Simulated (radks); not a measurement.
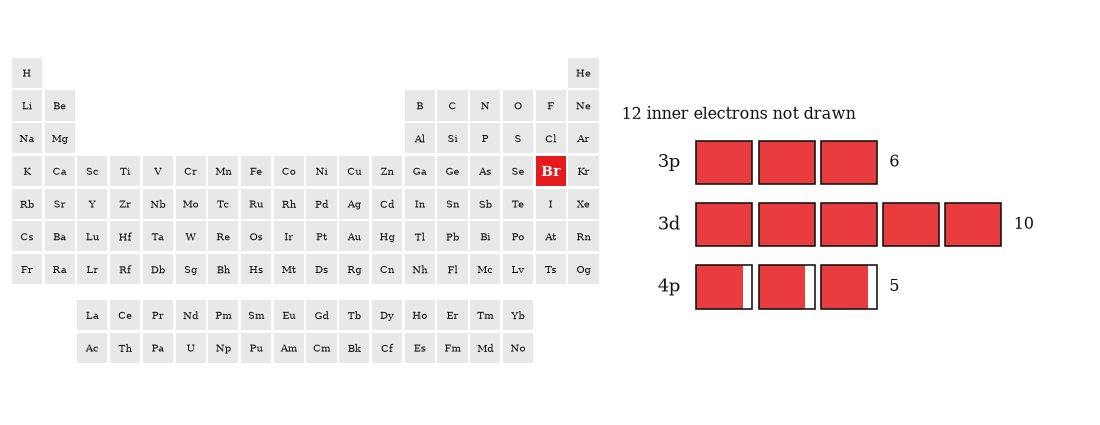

*Left, the place of bromine in the periodic table; right, the outer shells as the input fills them: a box for each of the 2l + 1 orbitals, shaded by the share of the shell that is filled, with the electron count at the right.*

**Atomic calculation, with input and output: Br²⁺**

- system: Br²⁺ (Z = 35, 33 electrons) in the configuration [Ar] 3d10 4p5 (open shells shared over both j by 2j + 1).
- method: Dirac Kohn-Sham, BLYP, spin-unpolarised, spherical densities, finite nucleus (the in-house radial solver radks)

### The input
```
Z 35
configuration [Ar] 3d10 4p5
relativity Dirac
functional b88,lyp
spin unpolarised
j_filling average
nucleus finite rms 4.1629 fm
c 137.035999084
```

Energies in input and log are in hartree, lengths in bohr (the nuclear radius in fm).

### The program's output
```
1s1/2   1   2.0000        -490.38274327
2s1/2   1   2.0000         -64.67319860
2p1/2   1   2.0000         -58.35036425
2p3/2   1   4.0000         -56.60317422
3s1/2   1   2.0000          -9.73085298
3p1/2   1   2.0000          -7.53258000
3p3/2   1   4.0000          -7.28066199
3d3/2   1   4.0000          -3.46438727
3d5/2   1   6.0000          -3.42424960
4p1/2   1   1.6667          -1.09814519
4p3/2   1   3.3333          -1.07288729
Etot -2604.7087612212467
Ekin 2670.9902985874587
Encl -6259.217197575859
Eh 1075.3366735938312
Exc -91.81853582667725
err 2.0582263944930694e-09
it 16
```

### Orbitals

| orbital | occupation | energy (eV) | ⟨r⟩ (bohr) | outer maximum (bohr) |
| --- | --- | --- | --- | --- |
| 1s | 2 | −13344.0 | 0.04274 | 0.0279 |
| 2s | 2 | −1759.8 | 0.1893 | 0.159 |
| 2p1/2 | 2 | −1587.8 | 0.1627 | 0.125 |
| 2p3/2 | 4 | −1540.3 | 0.1666 | 0.128 |
| 3s | 2 | −264.790 | 0.5512 | 0.484 |
| 3p1/2 | 2 | −204.972 | 0.5565 | 0.475 |
| 3p3/2 | 4 | −198.117 | 0.5670 | 0.484 |
| 3d3/2 | 4 | −94.271 | 0.5853 | 0.429 |
| 3d5/2 | 6 | −93.179 | 0.5893 | 0.431 |
| 4p1/2 | 1.667 | −29.882 | 1.804 | 1.54 |
| 4p3/2 | 3.333 | −29.195 | 1.834 | 1.57 |

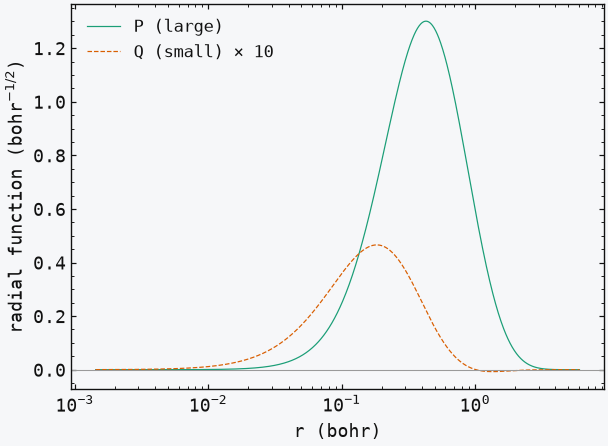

*The large and small radial components of one occupied spinor.*

It is 3d3/2. The spinor has κ = 2: the large component has l = 2 and 0 radial nodes, the small one has l = 1. The small component carries 0.058 % of the norm; ⟨r⟩ = 0.585 bohr and the eigenvalue is −94.3 eV. The nodes of P give n − l − 1 and its extent picks the shell; Q has as many nodes as P for κ < 0 and one more for κ > 0.

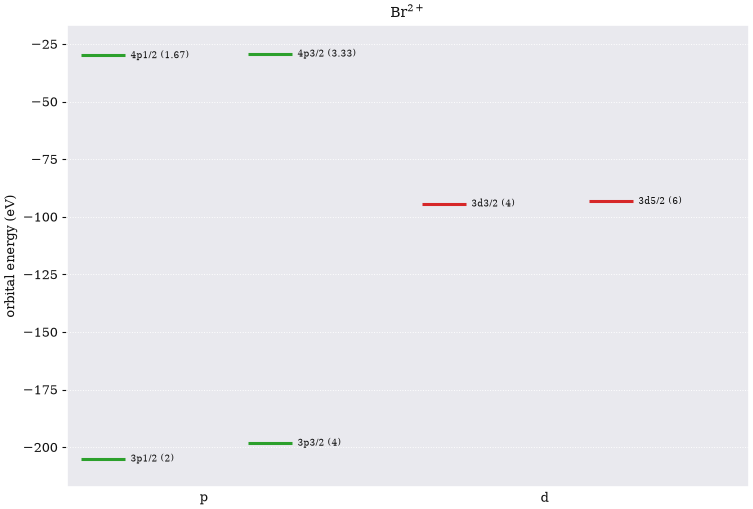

*The outer levels are drawn by angular momentum (occupations in brackets, the lower j at the left of each column).*

The highest occupied level is 4p3/2 at −29.2 eV. The highest 4 occupied levels, from the top down, are 4p3/2 (−29.2 eV), 4p1/2 (−29.9 eV), 3d5/2 (−93.2 eV), 3d3/2 (−94.3 eV). Spin-orbit splittings: 4p 0.687 eV, 3d 1.09 eV, 3p 6.86 eV.

### Summary

- outcome: converged
- total energy: −2604.7088 hartree
- kinetic energy: 2670.9903 hartree
- electron–nucleus energy: −6259.2172 hartree
- Hartree energy: 1075.3367 hartree
- exchange–correlation energy: −91.818536 hartree
- radius at density 0.001 e/bohr³: 3.64 bohr
- SCF iterations: 16
- hardware: 1 CPU thread, shared host
